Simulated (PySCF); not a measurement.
# BH7O5Si2: what the fields show

The calculation's input:

```
{"job": {"kind": "nmr", "xc": "PBE0", "basis": "pcSseg-1"}, "charge": 0, "multiplicity": 1}
O     -1.613137    -0.512559     0.418790
B     -1.633229     0.822609     0.080126
O     -2.845506     1.400133    -0.135454
O     -0.481539     1.527511    -0.037276
Si     1.164787     1.324275     0.156435
O      1.694027    -0.016280    -0.634608
Si     1.531847    -1.675729    -0.524488
O      0.656086    -2.066712     0.816466
H     -2.504004    -0.879407     0.442133
H     -2.758448     2.327553    -0.377052
H      1.446508     1.236056     1.614795
H      1.795595     2.514384    -0.461137
H      0.879425    -2.117064    -1.790443
H      2.877579    -2.282902    -0.373928
H     -0.223279    -1.649131     0.828044
```

Command:

```sh
OMP_NUM_THREADS=1 python cluster_run.py task.json out
```

Geometry: PBE0-D3(BJ)/def2-SVP.

These are results of PBE0/pcSseg-1, SCF density, gas phase, non-relativistic in PySCF, not measurements.

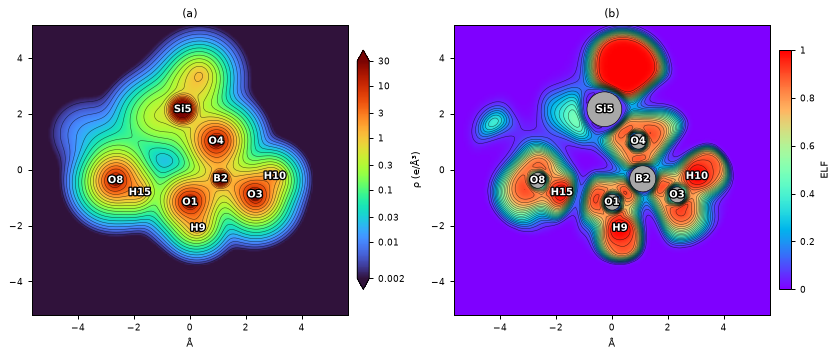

Figure 1. (a) total electron density; (b) electron localisation function on the plane of atoms O1, B2 and O3. Grey discs cover the atomic cores in the ELF map.

Question: Interpret the plot.

Answer: Atoms in the plane: O, B, Si and H. B–O (1.36 Å): the density is about 2.1 e/Å³ at the midpoint; the ELF peaks at about 0.90 between the atoms (a polar covalent bond). Si–O (1.67 Å): ρ at the midpoint is about 1 e/Å³; the ELF peaks at about 0.90 between the atoms; a polar covalent bond. O–H (0.96 Å): ρ at the midpoint is about 3.7 e/Å³; the ELF climbs to about 1 towards the hydrogen, as it does in any bond to H (a covalent bond by its length). The ELF also peaks beside O3, O8 and O4, away from the bonds: lone-pair regions.

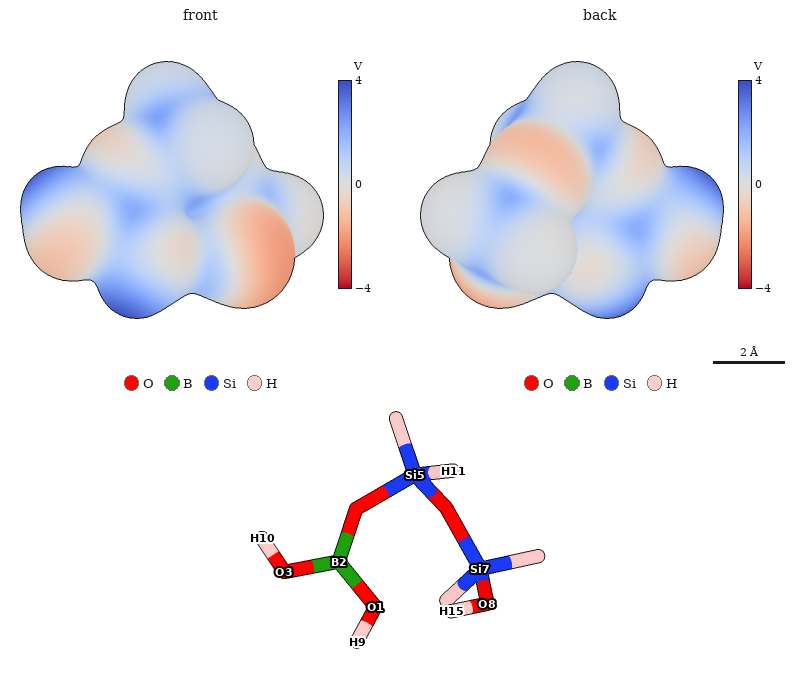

Figure 2. The electrostatic potential painted on the density surface at 0.004 e/bohr³, seen from the front and from behind; red is negative and blue positive. The bare structure is drawn below in the same view.

Question: Where is the surface potential most negative and most positive?

Answer: The most negative region (about −1.9 V) lies over O8, the most positive (about +3.6 V) over H9 and H10. O8 is the likeliest acceptor of a hydrogen bond.

Question: How polar is the molecule by this calculation?

Answer: Its dipole moment is 2.74 D.
